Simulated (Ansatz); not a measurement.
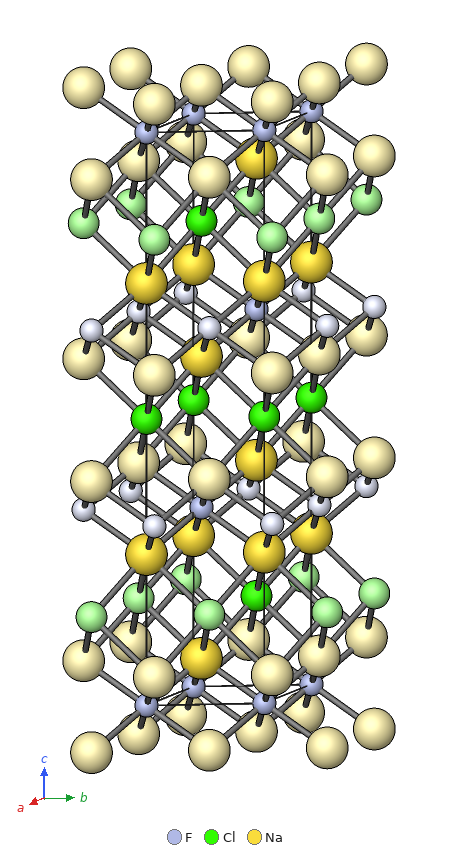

The figure gives a ball-and-stick picture of the atoms, viewed slightly off an axis. Thin lines show the conventional unit cell, with boundary atoms drawn in all their periodic places. Neighbours across the faces are drawn wherever a bond reaches them, in fainter colours.

Na$_{2}$ClF, space group R-3m (No. 166), a = 3.621 Å, b = 3.621 Å, c = 17.762 Å, α = 90.00°, β = 90.00°, γ = 120.00°. Provenance: a structure type filled with these elements by a generator (whether the compound takes this form wasn't checked). Earlier steps of the study may have refined or changed the cell and positions. A calculation with Ansatz used it as input.

This one geometry was computed with Ansatz (DFT, plane waves, PAW) at four levels of theory: r2SCAN, PBE, PBE0 and HSE06. It was relaxed beforehand with r2SCAN.

> Which level gives the highest pressure at this volume, and what does that say about its equilibrium volume?

Highest: PBE (1.9 GPa), which points to the largest equilibrium volume. Lowest, with the smallest volume: r2SCAN (0.0 GPa). Levels within 0.5 GPa of each other can't be told apart.

> How does the band gap change with the level of theory?

PBE: a gap of 4.34 eV, direct; r2SCAN: a gap of 5.02 eV, direct; HSE06: a gap of 5.78 eV, direct; PBE0: a gap of 6.52 eV, direct.

> Collect the results in a table.

| level | cutoff (eV) | k-mesh of the run's cell | gap (eV) | pressure (GPa) |
| --- | --- | --- | --- | --- |
| r2SCAN | 500 | 8×8×8 | 5.02 | 0.0 |
| PBE | 420 | 8×8×8 | 4.34 | 1.9 |
| PBE0 | 420 | 6×6×6 | 6.52 | 0.8 |
| HSE06 | 420 | 6×6×6 | 5.78 | 0.9 |

Gaps are taken on the k-mesh or band path of each run.
